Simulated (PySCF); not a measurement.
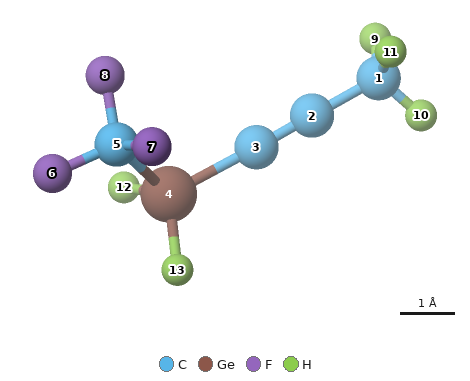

Figure 1. The structure as given in the input (ball-and-stick view, seen at a tilt; atoms are numbered from 1 in the order of the input). Sticks mark near contacts.

Run report: C₄H₅F₃Ge, excited-state calculation

System: C₄H₅F₃Ge.
Method: TDA PBE0/aug-cc-pVDZ, vertical, gas phase, core orbitals frozen in the response (PySCF 2.14.0).

Some settings of this run were made unusual or wrong on purpose. The geometry comes from this level: GFN2-xTB.

## Input file
```
{"job": {"kind": "uv", "xc": "PBE0", "basis": "aug-cc-pVDZ", "nstates": 12, "ntriplets": 0, "tda": true, "grid": 0, "scf": {"max_cycle": 57}}, "charge": 0, "multiplicity": 1}
C      2.532849     1.224602     1.168342
C      1.514013     0.428348     0.531264
C      0.664589    -0.244497    -0.001050
Ge    -0.700108    -1.249201    -0.817214
C     -2.421362    -0.317091    -0.384881
F     -3.487394    -0.945747    -0.915897
F     -2.648143    -0.239559     0.939257
F     -2.454186     0.944668    -0.851558
H      2.966202     1.916968     0.447650
H      3.317904     0.578510     1.559265
H      2.095994     1.791400     1.989559
H     -0.579374    -1.257406    -2.308073
H     -0.805374    -2.630510    -0.252984
```

The first line tells a small driver script what to run in PySCF; the rest is the geometry in Å.

Launch command:
```bash
OMP_NUM_THREADS=1 python <driver script> task.json out
```

## Output
```
final grid: 13152 points
cycle   1  E = -2531.0379457096  dE =  5.619e-01  |g| = 8.561e-01  |ddm| = 1.037e+01
cycle   2  E = -2530.8932460447  dE =  1.447e-01  |g| = 1.272e+00  |ddm| = 4.364e+00
cycle   3  E = -2531.1784463502  dE = -2.852e-01  |g| = 7.234e-02  |ddm| = 2.319e+00
cycle   4  E = -2531.1792467202  dE = -8.004e-04  |g| = 3.637e-02  |ddm| = 4.115e-01
cycle   5  E = -2531.1794669069  dE = -2.202e-04  |g| = 1.925e-02  |ddm| = 1.400e-01
cycle   6  E = -2531.1795559030  dE = -8.900e-05  |g| = 4.747e-03  |ddm| = 4.758e-02
cycle   7  E = -2531.1795618477  dE = -5.945e-06  |g| = 8.200e-04  |ddm| = 1.103e-02
cycle   8  E = -2531.1795619764  dE = -1.287e-07  |g| = 2.876e-04  |ddm| = 2.295e-03
cycle   9  E = -2531.1795619898  dE = -1.342e-08  |g| = 8.830e-05  |ddm| = 6.007e-04
cycle  10  E = -2531.1795619913  dE = -1.533e-09  |g| = 2.437e-05  |ddm| = 2.927e-04
cycle  11  E = -2531.1795619914  dE = -1.010e-10  |g| = 1.359e-05  |ddm| = 8.797e-05
converged SCF energy = -2531.1795619914

Static polarisability (au): isotropic 81.189, principal 64.023 69.522 110.021

Singlet excitations
state   eV       nm        f      main configurations
  1   6.0044    206.5   0.00035   H-1->L 0.64, H-1->L+1 0.16, H->L+2 0.09
  2   6.2765    197.5   0.00771   H->L 0.42, H-1->L+2 0.39, H->L+1 0.11
  3   6.3457    195.4   0.00128   H->L+2 0.82, H-1->L 0.08
  4   6.7286    184.3   0.00135   H-1->L+1 0.76, H-1->L 0.20
  5   6.7350    184.1   0.00167   H->L+1 0.73, H->L 0.23
  6   7.2944    170.0   0.01037   H->L+3 0.88
  7   7.2986    169.9   0.00222   H-1->L+3 0.92
  8   7.4795    165.8   0.08448   H->L+4 0.53, H->L 0.10, H-1->L+2 0.09
  9   7.5547    164.1   0.00437   H-1->L+4 0.83
 10   7.7129    160.7   0.09245   H->L+4 0.29, H->L+6 0.24, H-1->L+5 0.14
 11   7.7488    160.0   0.00418   H-1->L+5 0.71, H->L+5 0.11, H->L+6 0.09
 12   7.7681    159.6   0.01164   H->L+5 0.78
```

## Outcome

| quantity | value |
| --- | --- |
| outcome | converged |
| total energy | −2531.179562 hartree |
| HOMO | −7.96 eV |
| LUMO | −0.24 eV |
| dipole moment | 3.18 D |
| mean polarisability | 81.19 a.u. |
| lowest excitation | 6.00 eV |
| hardware | 1 CPU thread, shared host |
| wall time | 24 s |
| peak memory | 1 GiB |

## Diagnosis

Some settings of this run were drawn to be unusual or wrong; see grid = 0. It converged; results that depend on the unusual settings are not reference values. Spin–orbit coupling is left out, which matters for the heavy atoms.
